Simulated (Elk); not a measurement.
**Electronic structure of magnetic Cr3CdC**

Wanted: the exchange-split electronic structure of Cr3CdC.

Method: LDA (Perdew-Wang); all-electron APW+lo, Dirac cores, scalar-relativistic bands, in Elk 11.2.3 (patched build).

**1. Set-up**

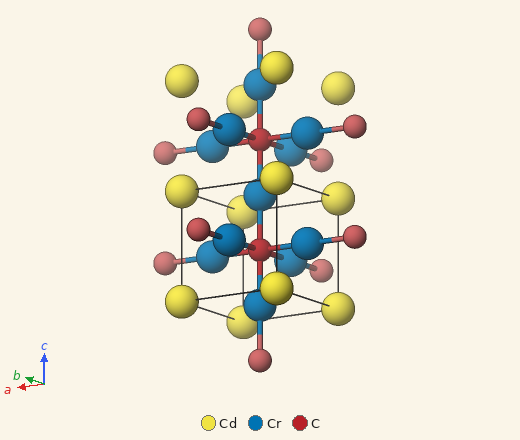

The starting structure, seen from a free direction (cadmium yellow, chromium blue, carbon red). 1×1×2 cells are drawn. Some periodic images of atoms are drawn too.

The cell is a made-up one and need not be a known phase.

**2. Ground-state run**

Bands and densities of states are read from a converged potential, so the magnetic state comes first.

This is the lowest of the starts that converged (ferri ++-).

The last three numbers of an atom's line are a seed field in its sphere. It points against the wanted moment and shrinks by the factor reducebf each loop.

Contents of elk.in:

```
tasks
  0

xctype
  3

rgkmax
  7.0

nempty
  12

swidth
  0.003

reducebf
  0.5

epsengy
  1e-05

maxscl
  100

lmaxi
  2

spinpol
  .true.

sppath
  './'

avec
  7.47891428137 0.00000000000 0.00000000000
  0.00000000000 7.47891428137 0.00000000000
  0.00000000000 0.00000000000 7.47891428137

atoms
  3
  'Cd.in'
  1
  0.0000000000 0.0000000000 0.0000000000   0.000000 0.000000 0.000000
  'Cr.in'
  3
  0.0000000000 0.5000000000 0.5000000000   0.000000 0.000000 -0.187500
  0.5000000000 0.0000000000 0.5000000000   0.000000 0.000000 -0.187500
  0.5000000000 0.5000000000 0.0000000000   0.000000 0.000000 0.187500
  'C.in'
  1
  0.5000000000 0.5000000000 0.5000000000   0.000000 0.000000 0.000000

ngridk
  6 6 6
```

Run with:

```bash
$ OMP_NUM_THREADS=4 elk
```

Numbers of over 12 decimals in the logs are rounded to 6 here.

What it wrote:

```text
Warning(linengy): could not find 1 linearisation energies in s.c. loop 7
Warning(linengy): could not find 1 linearisation energies in s.c. loop 8
Warning(linengy): could not find 1 linearisation energies in s.c. loop 9
Warning(linengy): could not find 1 linearisation energies in s.c. loop 10
Warning(linengy): could not find 1 linearisation energies in s.c. loop 11
Warning(linengy): could not find 1 linearisation energies in s.c. loop 12
Warning(linengy): could not find 1 linearisation energies in s.c. loop 13
Warning(linengy): could not find 1 linearisation energies in s.c. loop 14
Warning(linengy): could not find 1 linearisation energies in s.c. loop 15
Warning(linengy): could not find 1 linearisation energies in s.c. loop 16
Warning(linengy): could not find 1 linearisation energies in s.c. loop 17
Warning(linengy): could not find 1 linearisation energies in s.c. loop 18
Warning(linengy): could not find 1 linearisation energies in s.c. loop 19
Warning(linengy): could not find 1 linearisation energies in s.c. loop 20
Warning(linengy): could not find 1 linearisation energies in s.c. loop 21
Warning(linengy): could not find 1 linearisation energies in s.c. loop 22
Warning(linengy): could not find 1 linearisation energies in s.c. loop 23
Warning(linengy): could not find 1 linearisation energies in s.c. loop 24
Warning(linengy): could not find 1 linearisation energies in s.c. loop 25
Warning(linengy): could not find 1 linearisation energies in s.c. loop 26
Warning(linengy): could not find 1 linearisation energies in s.c. loop 27
Warning(linengy): could not find 1 linearisation energies in s.c. loop 28
Warning(linengy): could not find 1 linearisation energies in s.c. loop 29
Warning(linengy): could not find 1 linearisation energies in s.c. loop 30
Warning(linengy): could not find 1 linearisation energies in s.c. loop 31
Warning(gndstate): core states of species 1 leak from the muffin-tin :   0.2467428036E-03

--- INFO.OUT ---
┌─────────────────────────┐
│ Elk code version 11.2.3 │
└─────────────────────────┘

All units are atomic (Hartree, Bohr, etc.)

┌─────────────────────────────────────────────────┐
│ Ground-state run starting from atomic densities │
└─────────────────────────────────────────────────┘

Lattice vectors :
   7.478914281       0.000000000       0.000000000
   0.000000000       7.478914281       0.000000000
   0.000000000       0.000000000       7.478914281

Species : 1 (Cd)
 parameters loaded from : Cd.in
 name : cadmium
 nuclear charge    :   -48.00000000
 electronic charge :    48.00000000
 atomic mass :    204912.7176
 muffin-tin radius :    2.600000000
 number of radial points in muffin-tin :    597
 inner part over the whole radius :   0.9839615420E-02
 number on inner part of muffin-tin    :    425
 approximate nuclear radius :   0.8708852602E-04
 number of mesh points to nuclear radius :    213
 atomic positions (lattice), magnetic fields (Cartesian) :
  1 :   0.00000000  0.00000000  0.00000000    0.00000000  0.00000000  0.00000000

Species : 2 (Cr)
 parameters loaded from : Cr.in
 name : chromium
 nuclear charge    :   -24.00000000
 electronic charge :    24.00000000
 atomic mass :    94783.09202
 muffin-tin radius :    2.108261223
 number of radial points in muffin-tin :    497
 inner part over the whole radius :   0.9929498474E-02
 number on inner part of muffin-tin    :    349
 approximate nuclear radius :   0.6987106690E-04
 number of mesh points to nuclear radius :    166
 atomic positions (lattice), magnetic fields (Cartesian) :
  1 :   0.00000000  0.50000000  0.50000000    0.00000000  0.00000000 -0.18750000
  2 :   0.50000000  0.00000000  0.50000000    0.00000000  0.00000000 -0.18750000
  3 :   0.50000000  0.50000000  0.00000000    0.00000000  0.00000000  0.18750000

Species : 3 (C)
 parameters loaded from : C.in
 name : carbon
 nuclear charge    :   -6.000000000
 electronic charge :    6.000000000
 atomic mass :    21894.16674
 muffin-tin radius :    1.581195917
 number of radial points in muffin-tin :    297
 inner part over the whole radius :   0.9598488730E-02
 number on inner part of muffin-tin    :    202
 approximate nuclear radius :   0.4747601631E-04
 number of mesh points to nuclear radius :     84
 atomic positions (lattice), magnetic fields (Cartesian) :
  1 :   0.50000000  0.50000000  0.50000000    0.00000000  0.00000000  0.00000000

Total number of atoms per unit cell :    5
Total muffin-tin volume :    207.9376395
 ratio of muffin-tin to unit cell volume :   0.4970698741

Spin treatment :
 spin-polarised
 global magnetic field (Cartesian) :    0.000000000       0.000000000       0.000000000
 collinear magnetisation in z-direction

Number of Bravais lattice symmetries :   48
Number of crystal symmetries         :   16
Crystal has inversion symmetry
Real symmetric eigensolver will be used

k-point grid :      6     6     6
k-point offset :    0.000000000       0.000000000       0.000000000
k-point set is reduced with full crystal symmetry group
Total number of k-points :       40

Muffin-tin radius times maximum |G+k| :    7.000000000
 using average radius
Maximum |G+k| for APW functions       :    3.331436132
Maximum (1/2)|G+k|²                   :    5.549233351
Maximum |G| for potential and density :    12.00000000
Constant for pseudocharge density :    8
 order of it for each species :   15  15  15
 order of it for pair densities of each species (exact exchange by exxq0 0: 15) :   15  10   4
Radial integration step length :    1

G-vector grid sizes :     30    30    30
Number of G-vectors :    12197

Maximum angular momentum used for
 APW functions            :    8
 outer part of muffin-tin :    6
 inner part of muffin-tin :    2

Number of empty states         :     60
Total number of valence states :    186
Total number of core states    :     62

Third-order local-orbitals added for an l without core states : T
Total number of local-orbitals :     94

Exchange-correlation functional :      3     0     0
 Perdew-Wang/Ceperley-Alder, Phys. Rev. B 45, 13244 (1992)
 gradient requirement :    0
 local density approximation (LDA)

Smearing type :    3
 Fermi-Dirac
Smearing width :   0.3000000000E-02
Effective electronic temperature (K) :    947.3250744

Mixing type :    3
 Broyden mixing, J. Phys. A: Math. Gen. 17, L317 (1984)

Kohn-Sham potential initialised from atomic data

┌──────────────────────────────┐
│ Self-consistent loop started │
└──────────────────────────────┘

┌─────────────────┐
│ Loop number : 1 │
└─────────────────┘

Energies :
 Fermi                       :     0.291899
 sum of occupied eigenvalues :     -5199.9659448448
 electron kinetic            :      9056.3403431569
 core electron kinetic       :      8583.3214091327
 Coulomb                     :     -17538.720547953
 Coulomb potential           :     -13897.312157838
 nuclear-nuclear             :     -1211.8410203110
 electron-nuclear            :     -18792.669255026
 Hartree                     :      2465.7897273840
 Madelung                    :     -10590.064469034
 xc potential                :     -358.81642703578
 xc effective B-field        :    -0.110223
 external B-field            :      0.000000
 exchange                    :     -282.38336739541
 correlation                 :     -10.970954240471
 electron entropic           :    -0.37524872977243E-02
 total energy                :     -8775.7382789197
 (external B-field energy excluded from total)

Density of states at Fermi energy :    126.0756548
 (states/Hartree/unit cell)

Estimated indirect band gap :   0.1288018515E-03
 from k-point 7 to k-point 24
Estimated direct band gap   :   0.2481210759E-02
 at k-point 22

Charges :
 core                        :    62.00000000
 valence                     :    64.00000000
 interstitial                :    8.718594156
 muffin-tins (core leakage)
  species : 1 (Cd)
   atom 1                    :    47.00839509     (  0.2711190140E-03)
  species : 2 (Cr)
   atom 1                    :    21.40214580     ( -0.3458576103E-05)
   atom 2                    :    21.40214580     ( -0.3458576103E-05)
   atom 3                    :    21.47747578     ( -0.3458576103E-05)
  species : 3 (C)
   atom 1                    :    5.991243363     (  0.2276120277E-04)
 total in muffin-tins        :    117.2814058
 total calculated charge     :    125.9990528
 total charge                :    126.0000000
 error                       :   0.9471769366E-03

Moments :
 interstitial                :   0.1588473355
 muffin-tins
  species : 1 (Cd)
   atom 1                    :   0.2282084987E-03
  species : 2 (Cr)
   atom 1                    :    1.354214580
   atom 2                    :    1.354214580
   atom 3                    :   -1.402694144
  species : 3 (C)
   atom 1                    :  -0.1103474929E-01
 total in muffin-tins        :    1.294928476
 total moment                :    1.453775811

[... earlier loops left out ...]

┌──────────────────┐
│ Loop number : 31 │
└──────────────────┘

Energies :
 Fermi                       :     0.346709
 sum of occupied eigenvalues :     -5196.9455194880
 electron kinetic            :      9078.5970871007
 core electron kinetic       :      8583.6443741379
 Coulomb                     :     -17558.962904031
 Coulomb potential           :     -13884.753926412
 nuclear-nuclear             :     -1211.8410203110
 electron-nuclear            :     -18846.356468580
 Hartree                     :      2499.2345848603
 Madelung                    :     -10616.585940824
 xc potential                :     -390.68896663051
 xc effective B-field        :    -0.99713425652103E-01
 external B-field            :      0.000000
 exchange                    :     -284.00874492291
 correlation                 :     -11.020058031380
 electron entropic           :    -0.50020795720691E-02
 total energy                :     -8775.3996219636
 (external B-field energy excluded from total)

Density of states at Fermi energy :    169.3015413
 (states/Hartree/unit cell)

Estimated indirect band gap :   0.5325357773E-03
 from k-point 20 to k-point 5
Estimated direct band gap   :   0.1372338345E-02
 at k-point 5

Charges :
 core                        :    62.00000000
 valence                     :    64.00000000
 interstitial                :    7.869138648
 muffin-tins (core leakage)
  species : 1 (Cd)
   atom 1                    :    46.99212687     (  0.2467428036E-03)
  species : 2 (Cr)
   atom 1                    :    22.13092686     ( -0.3458626891E-05)
   atom 2                    :    22.13092686     ( -0.3458626891E-05)
   atom 3                    :    22.12567134     ( -0.3458627019E-05)
  species : 3 (C)
   atom 1                    :    4.751209423     (  0.2328305495E-04)
 total in muffin-tins        :    118.1308614
 total calculated charge     :    125.9991582
 total charge                :    126.0000000
 error                       :   0.8418477352E-03

Moments :
 interstitial                :   0.1154863246
 muffin-tins
  species : 1 (Cd)
   atom 1                    :   0.1646933186E-02
  species : 2 (Cr)
   atom 1                    :    1.263402242
   atom 2                    :    1.263402242
   atom 3                    :   -1.388421450
  species : 3 (C)
   atom 1                    :  -0.1239125548E-01
 total in muffin-tins        :    1.127638713
 total moment                :    1.243125037

┌──────────────────────────────┐
│ Self-consistent loop stopped │
└──────────────────────────────┘

Warning : core states of species 1 leak from the muffin-tin :   0.2467428036E-03

Wrote STATE.OUT
```

Wall time 3 min (4 threads of Arm Neoverse V1, shared host); peak memory 0.29 GiB.

Spin moment in the muffin-tin sphere by atom:

```tsv
atom	spin moment in the muffin-tin sphere (μB)
Cd1	0.00
Cr2	1.26
Cr3	1.26
Cr4	-1.39
C5	-0.01
```

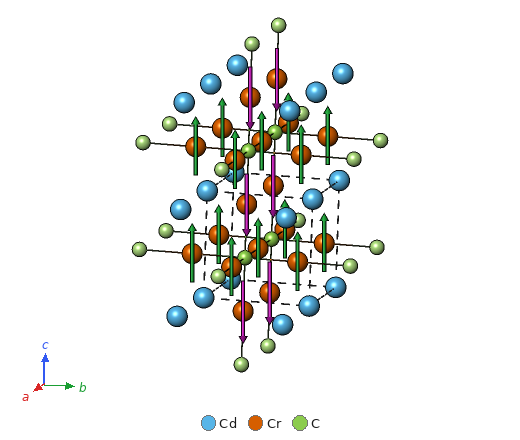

Spin moment in the muffin-tin sphere as arrows, the longest 1.39 μB. Up and down stand for the sign. Arrows give size and sign along the axis of quantisation, drawn up and down the page. The two directions have two colours. 2×1×2 cells are drawn. Some periodic images of atoms are drawn too.

Read from the output:

- density of states at the Fermi level: 6.222 states/eV/cell
- moment between the spheres: 0.1155 μB
- magnetization: 1.243 μB
- final state: ferrimagnetic

**3. Bands and density of states**

The potential is kept. Point names follow a standard table for this cell's lattice and can differ from other conventions. The density of states is interpolated from the levels on the mesh (so its value at the Fermi level can differ from the smeared one of the ground-state run), and the bands are solved anew along a path of special points.

Contents of elk.in:

```
tasks
  10
  20
  15

xctype
  3

rgkmax
  7.0

nempty
  12

swidth
  0.003

reducebf
  0.5

epsengy
  1e-05

maxscl
  100

lmaxi
  2

spinpol
  .true.

sppath
  './'

avec
  7.47891428137 0.00000000000 0.00000000000
  0.00000000000 7.47891428137 0.00000000000
  0.00000000000 0.00000000000 7.47891428137

atoms
  3
  'Cd.in'
  1
  0.0000000000 0.0000000000 0.0000000000   0.000000 0.000000 0.000000
  'Cr.in'
  3
  0.0000000000 0.5000000000 0.5000000000   0.000000 0.000000 -0.000187
  0.5000000000 0.0000000000 0.5000000000   0.000000 0.000000 -0.000187
  0.5000000000 0.5000000000 0.0000000000   0.000000 0.000000 0.000187
  'C.in'
  1
  0.5000000000 0.5000000000 0.5000000000   0.000000 0.000000 0.000000

ngridk
  6 6 6

wplot
  300 60 1
  -0.35000 0.25000

plot1d
  7 84
  0.00000000 0.00000000 0.00000000
  0.00000000 0.50000000 0.00000000
  0.50000000 0.50000000 0.00000000
  0.00000000 0.00000000 0.00000000
  0.00000000 0.00000000 0.50000000
  0.00000000 0.50000000 0.50000000
  0.50000000 0.50000000 0.50000000
```

Run with:

```bash
$ OMP_NUM_THREADS=4 elk
```

What it wrote:

```text
┌─────────────────────────────────┐
│ Elk code version 11.2.3 started │
└─────────────────────────────────┘

┌───────────────────┐
│ Current task : 10 │
└───────────────────┘
Info(checkmt): changed muffin-tin radius of species 2 (Cr) from   2.4000 to   2.1083
Info(checkmt): changed muffin-tin radius of species 3 (C) from   1.8000 to   1.5812

Info(writedos):
 Total density of states written to TDOS.OUT

 Partial density of states written to PDOS_Sss_Aaaaa.OUT
 for all species and atoms

 Spin-quantisation axis :    0.000000000       0.000000000       1.000000000

 Eigenvalues of a random matrix symmetrised with the site
 symmetries in the Yₗₘ basis written to ELMIREP.OUT for all
 species and atoms. Degenerate eigenvalues correspond to
 irreducible representations of each site symmetry group

 Interstitial density of states written to IDOS.OUT

 Fermi energy is at zero in plots

 DOS units are states/Hartree/unit cell

┌───────────────────┐
│ Current task : 20 │
└───────────────────┘

Info(bandstr):
 Band structure plot written to BAND.OUT

 Fermi energy is at zero in plot

 Vertex location lines written to BANDLINES.OUT

┌───────────────────┐
│ Current task : 15 │
└───────────────────┘

Warning(linengy): could not find 1 linearisation energies in s.c. loop 1

Info(writelsj):
 muffin-tin L, S and J expectation values written to LSJ.OUT

┌──────────────────┐
│ Elk code stopped │
└──────────────────┘
```

Wall time 26 s (4 threads); peak memory 0.35 GiB; 96 s of CPU time.

The electronic bands at the labelled points (eV, zero at the Fermi level; # counts the bands kept):

```tsv
point	up #15	up #16	up #17	up #18	down #15	down #16	down #17	down #18
Γ	-0.04	-0.04	0.13	0.75	-0.06	0.47	1.07	1.07
X	-0.60	-0.30	0.33	0.44	-0.05	0.25	0.40	0.57
M	-0.19	-0.19	0.05	0.05	-0.56	-0.11	-0.11	0.23
Γ	-0.04	-0.04	0.13	0.75	-0.06	0.47	1.07	1.07
Z	-0.27	-0.27	-0.09	-0.04	-0.42	0.23	0.88	0.88
R	-0.94	-0.45	-0.43	0.26	-0.22	-0.17	0.48	0.74
A	-0.68	-0.57	-0.57	-0.23	-0.54	-0.47	0.06	0.06
```

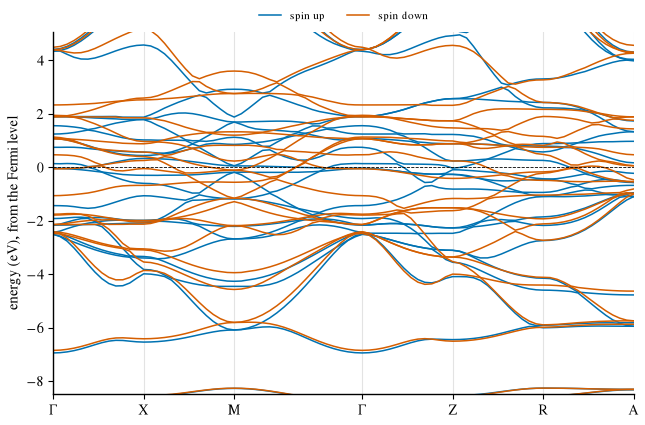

Electronic bands along the path; the two colours are the two spins.

The density of states has structure finer than the step of the table below, so its rows give means over 1 eV, whole bins alone (the curve runs from -9.52 to 6.75 eV). Peaks (eV: height): up -8.6: 20.8, -2.0: 4.96, -0.3: 4.76; down -8.6: 21.1, -1.7: 4.76, 0.8: 4.51; Cd1 d up -8.6: 19.0; Cd1 d down -8.6: 19.4; Cr2 d up -2.0: 1.11, -1.1: 1.11, -0.3: 1.51, 0.1: 1.12.

Density of states against energy, zero at the Fermi level; means over each step; 7 of 8 lines; values in states/eV/cell:

```tsv
energy (eV)	up	down	Cd1 d up	Cd1 d down	Cr2 d up	Cr2 d down	C5 p up
-9	3.89	3.74	3.55	3.42	0.0164	0.0119	0.00671
-8	1.11	1.26	1.04	1.18	0.00204	0.00244	4.6e-4
-7	0.0912	0.0513	0.00115	3.5e-4	0.00405	0.00203	0.00187
-6	1.07	1.03	0.0328	0.0296	0.0554	0.0367	0.150
-5	1.02	0.871	0.0184	0.0182	0.101	0.0607	0.187
-4	1.52	1.62	0.0222	0.0216	0.176	0.129	0.308
-3	1.00	0.830	0.0137	0.0119	0.156	0.0672	0.106
-2	2.78	2.70	0.0399	0.0367	0.632	0.330	0.0490
-1	2.31	1.98	0.0395	0.0350	0.747	0.323	0.0166
0	3.34	2.87	0.0550	0.0480	1.00	0.705	0.0448
1	2.84	3.07	0.0298	0.0432	0.633	1.02	0.0218
2	1.45	1.87	0.00332	0.00546	0.278	0.599	0.0651
3	0.809	1.19	0.00486	0.00451	0.122	0.379	0.0846
4	0.897	0.923	0.0113	0.0106	0.122	0.178	0.0902
5	1.14	0.996	0.0151	0.0147	0.141	0.142	0.121
6	1.08	1.21	0.0137	0.0150	0.130	0.197	0.105
```

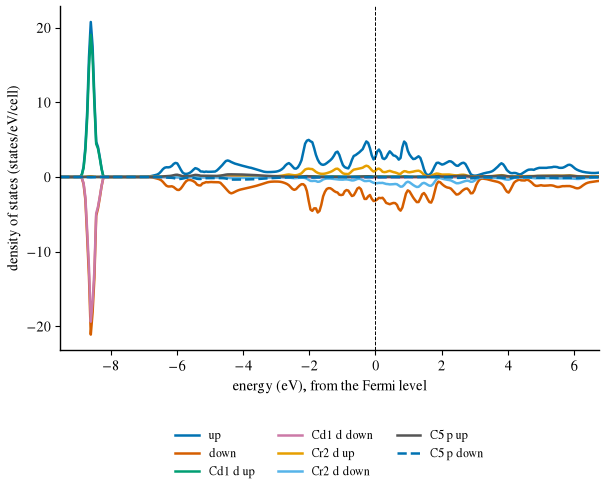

Density of states, plotted against energy. Down spins are drawn negative.

**4. What came out**

```yaml
state: ferrimagnetic
largest_moment: 1.39 μB
```

Right at the Fermi level (the table gives means over its steps) the density of states is 2.6 states/eV a cell for spin up and 3.2 for spin down. The state is the lowest of the starts that converged. These are Kohn–Sham levels without spin–orbit coupling. A linearisation energy was not found in some loops, which can move the energies.

[Logs and program files are shortened in this print: banners, set-up blocks, solver, clock and traceback lines can be left out without a mark of their own.]

[Logs are printed without paths, hosts, clocks, repeated set-up lines and the standing remarks that a program may print on its own settings, such as how far it seeks lower states.]

[Hosts, paths, dates, database ids (printed as entryN), source tags and the programs' standing remarks are cut or masked in the printed files.]

[Where a cell is said to come from a database of computed structures, the database is the Materials Project.]
